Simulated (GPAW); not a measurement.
# CoPd7 (fcc Pd14Co2): moments or none

Wanted: the moments of CoPd7 (fcc Pd14Co2) and the energy gained by spin polarisation.

Main program and level: GPAW 26.7.0; PBE; plane waves with GPAW's PAW setups, scalar-relativistic.

### 1. The starting structure

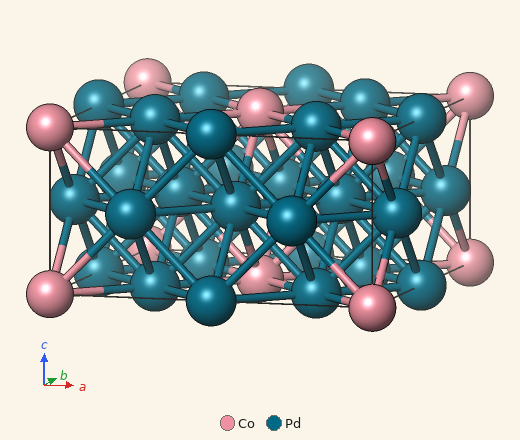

Start, viewed slightly off an axis; cobalt pink, palladium blue. Some periodic images of atoms are drawn too.

The cell is a made-up one and need not be a known phase.

### 2. Run 1 (ferro ++++++++++++++++)

Parallel moments need no larger cell; this start tests for a ferromagnetic state only.

File order1.py:

```python
import json
import numpy as np
from ase import Atoms
from ase.parallel import paropen, parprint
from gpaw import GPAW

atoms = Atoms(['Co', 'Pd', 'Pd', 'Pd', 'Pd', 'Pd', 'Pd', 'Pd', 'Pd', 'Pd', 'Pd', 'Pd', 'Co', 'Pd', 'Pd', 'Pd'],
    cell=[[7.6935, 0.0, 0.0],
         [0.0, 7.6935, 0.0],
         [0.0, 0.0, 3.84675]],
    scaled_positions=[[0.0, 0.0, 0.0],
         [0.0, 0.25, 0.5],
         [0.25, 0.0, 0.5],
         [0.25, 0.25, 0.0],
         [0.0, 0.5, 0.0],
         [0.0, 0.75, 0.5],
         [0.25, 0.5, 0.5],
         [0.25, 0.75, 0.0],
         [0.5, 0.0, 0.0],
         [0.5, 0.25, 0.5],
         [0.75, 0.0, 0.5],
         [0.75, 0.25, 0.0],
         [0.5, 0.5, 0.0],
         [0.5, 0.75, 0.5],
         [0.75, 0.5, 0.5],
         [0.75, 0.75, 0.0]],
    pbc=True,
    magmoms=[1.8, 0.3, 0.3, 0.3, 0.3, 0.3, 0.3, 0.3, 0.3, 0.3, 0.3, 0.3, 1.8, 0.3, 0.3, 0.3])
atoms.calc = GPAW(mode={'name': 'pw', 'ecut': 450},
    xc='PBE',
    kpts={'size': (5, 5, 10), 'gamma': True},
    occupations={'name': 'fermi-dirac', 'width': 0.05},
    convergence={'density': 1e-05, 'energy': 1e-05},
    maxiter=200,
    mixer={'name': 'pulay', 'beta': 0.04, 'nmaxold': 8, 'weight': 100},
    symmetry={'tolerance': 1e-4},
    txt='order1.txt')
e = atoms.get_potential_energy(force_consistent=True)
res = {'free_energy': e, 'energy_sigma0': atoms.get_potential_energy(), 'fermi_energy': atoms.calc.get_fermi_level()}
res['moments'] = atoms.get_magnetic_moments().tolist()
res['total'] = atoms.get_magnetic_moment()
parprint('site moments (muB):', np.round(res['moments'], 3))
parprint(f"total moment: {res['total']:.3f} muB")
parprint(f'free energy: {e:.6f} eV')
atoms.calc.write('order1.gpw')
with paropen('results.json', 'w') as f:
    json.dump(res, f)
```

Started as:

```sh
$ OMP_NUM_THREADS=1 mpirun -n 4 gpaw python order1.py > order1.log
```

Numbers of over 12 decimals in the logs are rounded to 6 here.

The program printed:

```text
site moments (muB): [2.144 0.306 0.306 0.312 0.219 0.306 0.306 0.312 0.219 0.306 0.306 0.312
 2.144 0.306 0.306 0.312]
total moment: 8.250 muB
free energy: -69.945076 eV

--- order1.txt ---
Input parameters:
  mode=PW(ecut=450),
  convergence={'density': 1e-05, 'energy': 1e-05},
  kpts=MonkhorstPack(size=(5, 5, 10), gamma=True),
  maxiter=200,
  mixer=Pulay(name='pulay', nmaxold=8, beta=0.04, weight=100, sigma=0.015, g_ss=None),
  occupations=Occupations(name='fermi-dirac', width=0.05),
  symmetry=Symmetry(tolerance=0.0001),
  xc=XC(name='PBE')

Diagonalizing LCAO Hamiltonian
Converting LCAO to pw mode
      .------------------.
     /|                  |
    / |                  |
   /  |                  |
  /  Pd       Pd         |
 *    .-Pd--------Pd-----.
 |Pd /   Pd Pd     Pd   /
 |  /                  /
 | /d Pd     CoPd     /
 |/    Pd        Pd  /
 Co--------Pd-------*

Atoms  # Å, Bohr magnetons
|    | symbol |        x |        y |        z |    initial magnetic moments |
|----|--------|----------|----------|----------|-----------------------------|
|  0 |     Co | 0.000000 | 0.000000 | 0.000000 | ( 0.0000,  0.0000,  1.8000) |
|  1 |     Pd | 0.000000 | 1.923375 | 1.923375 | ( 0.0000,  0.0000,  0.3000) |
|  2 |     Pd | 1.923375 | 0.000000 | 1.923375 | ( 0.0000,  0.0000,  0.3000) |
|  3 |     Pd | 1.923375 | 1.923375 | 0.000000 | ( 0.0000,  0.0000,  0.3000) |
|  4 |     Pd | 0.000000 | 3.846750 | 0.000000 | ( 0.0000,  0.0000,  0.3000) |
|  5 |     Pd | 0.000000 | 5.770125 | 1.923375 | ( 0.0000,  0.0000,  0.3000) |
|  6 |     Pd | 1.923375 | 3.846750 | 1.923375 | ( 0.0000,  0.0000,  0.3000) |
|  7 |     Pd | 1.923375 | 5.770125 | 0.000000 | ( 0.0000,  0.0000,  0.3000) |
|  8 |     Pd | 3.846750 | 0.000000 | 0.000000 | ( 0.0000,  0.0000,  0.3000) |
|  9 |     Pd | 3.846750 | 1.923375 | 1.923375 | ( 0.0000,  0.0000,  0.3000) |
| 10 |     Pd | 5.770125 | 0.000000 | 1.923375 | ( 0.0000,  0.0000,  0.3000) |
| 11 |     Pd | 5.770125 | 1.923375 | 0.000000 | ( 0.0000,  0.0000,  0.3000) |
| 12 |     Co | 3.846750 | 3.846750 | 0.000000 | ( 0.0000,  0.0000,  1.8000) |
| 13 |     Pd | 3.846750 | 5.770125 | 1.923375 | ( 0.0000,  0.0000,  0.3000) |
| 14 |     Pd | 5.770125 | 3.846750 | 1.923375 | ( 0.0000,  0.0000,  0.3000) |
| 15 |     Pd | 5.770125 | 5.770125 | 0.000000 | ( 0.0000,  0.0000,  0.3000) |

Unit cell  # Å
| periodic |        x |        y |        z |  lengths |    angles |
|----------|----------|----------|----------|----------|-----------|
|      yes | 7.693500 | 0.000000 | 0.000000 | 7.693500 | 90.000000 |
|      yes | 0.000000 | 7.693500 | 0.000000 | 7.693500 | 90.000000 |
|      yes | 0.000000 | 0.000000 | 3.846750 | 3.846750 | 90.000000 |

Number of symmetries: 16

BZ-sampling:
  Number of BZ points: 250
  Number of IBZ points: 36

  Monkhorst-Pack size: [5, 5, 10]
  Monkhorst-Pack shift: [0.0, 0.0, 0.05]

K-points  # in reciprocal-cell coordinates
|     |                                coordinates |     weight |
|-----|--------------------------------------------|------------|
|   0 | (  0.00000000,   0.00000000,   0.00000000) | 0.00400000 |
|   1 | (  0.00000000,   0.00000000,   0.10000000) | 0.00800000 |
|   2 | (  0.00000000,   0.00000000,   0.20000000) | 0.00800000 |
|   3 | (  0.00000000,   0.00000000,   0.30000000) | 0.00800000 |
|   4 | (  0.00000000,   0.00000000,   0.40000000) | 0.00800000 |
|   5 | (  0.00000000,   0.00000000,   0.50000000) | 0.00400000 |
|   6 | (  0.20000000,   0.00000000,   0.00000000) | 0.01600000 |
|   7 | (  0.20000000,   0.00000000,   0.10000000) | 0.03200000 |
|   8 | (  0.20000000,   0.00000000,   0.20000000) | 0.03200000 |
|   9 | (  0.20000000,   0.00000000,   0.30000000) | 0.03200000 |
| ... |                                            |            |
|  35 | (  0.40000000,   0.40000000,   0.50000000) | 0.01600000 |

Plane wave coefficients: 4954
Cutoff: 450.000000 eV

Spin-components: 2 (collinear spins)
Bands:           154
Projectors:      96
Spin-degeneracy: 1
Datatype:        complex128

Parallelization:
  kpt:    4
  domain: 1
  band:   1

Density:
  Valence electrons: 242.0
  Components: 2
  Grid points: [40 40 20]
  Charge: 0.0  # |e|

Potential:
  Grid points: [40 40 20]

species:
  Co:
    name:    Cobalt
    Z:       27.0
    valence: 9
    core:    18
    charge:  0.0  # [|e|]
    compensation charges:
      type: gauss
      rc: 0.32  # [Å]
      lmax: 2
    cutoffs:
      filter: 1.87  # [Å]
      core: 2.55  # [Å]
    projectors
    | kind |    occ | energy [eV] | rcut [Å] |
    |------|--------|-------------|----------|
    |   4s |  2.000 |      -5.469 |    1.005 |
    |   4p |  0.000 |      -1.277 |    1.058 |
    |   3d |  7.000 |      -8.205 |    1.005 |
    |    s |        |      21.742 |    1.005 |
    |    p |        |      25.934 |    1.058 |
    |    d |        |      19.007 |    1.005 |

    Using partial waves for Co as LCAO basis

  Pd:
    name:    Palladium
    Z:       46.0
    valence: 16
    core:    30
    charge:  0.0  # [|e|]
    compensation charges:
      type: gauss
      rc: 0.38  # [Å]
      lmax: 2
    cutoffs:
      filter: 2.38  # [Å]
      core: 2.28  # [Å]
    projectors
    | kind |    occ | energy [eV] | rcut [Å] |
    |------|--------|-------------|----------|
    |   5s |  0.000 |      -3.315 |    1.228 |
    |   4p |  6.000 |     -51.209 |    1.360 |
    |   5p |  0.000 |      -0.314 |    1.360 |
    |   4d | 10.000 |      -4.047 |    1.228 |
    |    s |        |      23.896 |    1.228 |
    |    d |        |      23.165 |    1.228 |

    Using partial waves for Pd as LCAO basis

Reference energy: -1996990.289865  # eV

eigensolver:
  PPCG
  Converge bands: occupied
  niter=2

density mixing:
  Pulay-Mixer
  Linear mixing parameters: 0.04
  Old densities: 8
  Fourier metric: weight=100, sigma=0.015

occupation numbers:
  Fermi-Dirac:
    width: 0.0500  # eV

poisson solver:
  ecut: 3600.000000  # eV

xc functional:
  name: PBE with 2 nearest neighbor stencil

convergence criteria:
- Maximum integral of absolute [dens]ity change: 1e-05 electrons / valence electron
- Maximum [total energy] change in last 3 cyles: 1e-05 eV / valence electron
- Maximum integral of absolute [eigenst]ate change: 4e-08 eV^2 / valence electron
maximum number of iterations: 200

SCF iterations
|iter     |      energy | eigst |  dens |  magmom |
|---------|-------------|-------|-------|---------|
|iter:   1|       0s |  -94.331957 | +0.28 |       |  +7.7439|
|iter:   2|      19s |  -80.402607 | -0.97 | -0.86 |  +7.5140|
|iter:   3|      38s |  -99.615260 | -0.80 | -0.93 |  +6.8826|
|iter:   4|      57s |  -73.875992 | -1.00 | -0.94 |  +7.1126|
|iter:   5|      75s |  -75.395724 | -1.29 | -1.13 |  +7.3347|
|iter:   6|      94s |  -98.137332 | -0.64 | -1.03 |  +6.5925|
|iter:   7|     113s |  -70.510969 | -0.75 | -0.95 |  +6.8910|
|iter:   8|     132s |  -70.211596 | -2.24 | -1.46 |  +6.8404|
|iter:   9|     151s |  -69.871614 | -3.18 | -1.48 |  +6.7795|
|iter:  10|     171s |  -70.121830 | -2.61 | -1.69 |  +6.6773|
[... 25 iterations left out ...]
|iter:  36|     661s |  -69.857132c| -6.95 | -3.87 |  +8.2427|
|iter:  37|     679s |  -69.857119c| -7.54c| -4.08 |  +8.2402|
|iter:  38|     688s |  -69.857111c| -8.01c| -4.21 |  +8.2394|
|iter:  39|     707s |  -69.857150c| -7.32 | -4.25 |  +8.2474|
|iter:  40|     721s |  -69.857168c| -7.78c| -4.66 |  +8.2514|
|iter:  41|     730s |  -69.857167c| -8.17c| -4.71 |  +8.2512|
|iter:  42|     739s |  -69.857168c| -8.49c| -4.76 |  +8.2513|
|iter:  43|     748s |  -69.857162c| -8.30c| -4.76 |  +8.2501|
|iter:  44|     757s |  -69.857160c| -8.49c| -4.90 |  +8.2495|
|iter:  45|     766s |  -69.857161c| -8.72c| -5.02c|  +8.2496|

Converged in 45 steps
Energy contributions relative to reference atoms: (reference = -1996990.289865)

Energy contributions:
  Kinetic:          12.892314
  Coulomb:         -69.250948
  Zero:             -1.433308
  External:          0.000000
  Xc:              -11.977304
  Entropy:          -0.175831
  Spinorbit:         0.000000
  ----------------------------
  Free energy:     -69.945076
  Extrapolated:    -69.857161

dipole moment: (-89.249004, -89.249004, -89.256292)  # |e|*Ang

Total magnetic moment: (0.000000, 0.000000, 8.249615)

Local magnetic moments
|        x |        y |        z |
|----------|----------|----------|
| 0.000000 | 0.000000 | 2.144310 |  # Co   0
| 0.000000 | 0.000000 | 0.305878 |  # Pd   1
| 0.000000 | 0.000000 | 0.305878 |  # Pd   2
| 0.000000 | 0.000000 | 0.311956 |  # Pd   3
| 0.000000 | 0.000000 | 0.218742 |  # Pd   4
| 0.000000 | 0.000000 | 0.305878 |  # Pd   5
| 0.000000 | 0.000000 | 0.305878 |  # Pd   6
| 0.000000 | 0.000000 | 0.311956 |  # Pd   7
| 0.000000 | 0.000000 | 0.218742 |  # Pd   8
| 0.000000 | 0.000000 | 0.305878 |  # Pd   9
| 0.000000 | 0.000000 | 0.305878 |  # Pd  10
| 0.000000 | 0.000000 | 0.311956 |  # Pd  11
| 0.000000 | 0.000000 | 2.144309 |  # Co  12
| 0.000000 | 0.000000 | 0.305878 |  # Pd  13
| 0.000000 | 0.000000 | 0.305878 |  # Pd  14
| 0.000000 | 0.000000 | 0.311956 |  # Pd  15

Fermi level: 9.828
Eigenvalues  # (at kpt = [0.000, 0.000, 0.000])
| band index |      eig [eV] | occ [0-1] |      eig [eV] | occ [0-1] |
|------------|---------------|-----------|---------------|-----------|
|          0 |       -40.520 |     1.000 |       -40.262 |     1.000 |
|        ... |               |           |               |           |
|        111 |         8.943 |     1.000 |         9.331 |     1.000 |
|        112 |         8.954 |     1.000 |         9.716 |     0.904 |
|        113 |         8.954 |     1.000 |         9.767 |     0.774 |
|        114 |         9.313 |     1.000 |         9.821 |     0.535 |
|        115 |         9.338 |     1.000 |        10.046 |     0.013 |
|        116 |         9.389 |     1.000 |        10.128 |     0.003 |
|        117 |         9.561 |     0.995 |        10.229 |     0.000 |
|        118 |         9.561 |     0.995 |        10.229 |     0.000 |
|        119 |         9.596 |     0.990 |        10.229 |     0.000 |
|        120 |         9.596 |     0.990 |        10.231 |     0.000 |
|        121 |         9.609 |     0.988 |        10.235 |     0.000 |
|        122 |         9.943 |     0.092 |        10.431 |     0.000 |
|        123 |         9.946 |     0.086 |        10.529 |     0.000 |
|        124 |         9.946 |     0.086 |        10.529 |     0.000 |
|        125 |         9.953 |     0.076 |        10.534 |     0.000 |
|        ... |               |           |               |           |
|        153 |        22.334 |     0.000 |        22.474 |     0.000 |

No gap
No difference between direct/indirect transitions
```

Run time: 14 min. Hardware: 4 MPI ranks of AMD EPYC 7B13 (Zen 3), shared host; peak memory 2.1 GiB.

Spin moment in the augmentation sphere by atom:

| atom | spin moment in the augmentation sphere (μB) |
| --- | --- |
| Co1 | 2.14 |
| Pd2 | 0.31 |
| Pd3 | 0.31 |
| Pd4 | 0.31 |
| Pd5 | 0.22 |
| Pd6 | 0.31 |
| Pd7 | 0.31 |
| Pd8 | 0.31 |
| Pd9 | 0.22 |
| Pd10 | 0.31 |
| Pd11 | 0.31 |
| Pd12 | 0.31 |
| Co13 | 2.14 |
| Pd14 | 0.31 |
| Pd15 | 0.31 |
| Pd16 | 0.31 |

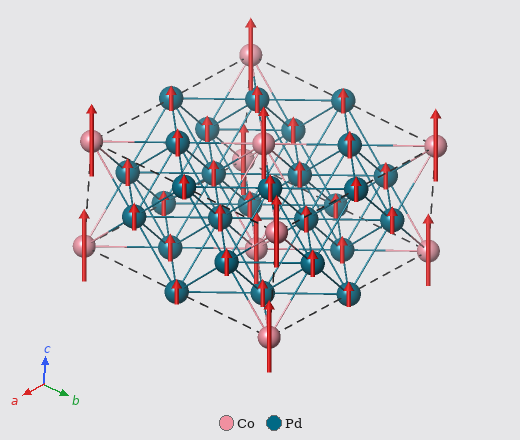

Spin moment in the augmentation sphere as arrows, the longest 2.14 μB. Up and down stand for the sign. Arrows give size and sign along the axis of quantisation, drawn up and down the page. Each arrow also spans its atom, so small moments look longer than they are. Some periodic images of atoms are drawn too.

Numbers from this step:

```
magnetization : 8.250 μB
final state   : ferromagnetic
```

After 45 cycles the largest moment stands at 2.14 μB.

(Continued in part 2 of 2.)

[Logs and program files are shortened in this print: banners, set-up blocks, solver, clock and traceback lines can be left out without a mark of their own.]

[Logs are printed without paths, hosts, clocks, repeated set-up lines and the standing remarks that a program may print on its own settings, such as how far it seeks lower states.]

[Hosts, paths, dates, database ids (printed as entryN), source tags and the programs' standing remarks are cut or masked in the printed files.]

[Where a cell is said to come from a database of computed structures, the database is the Materials Project.]
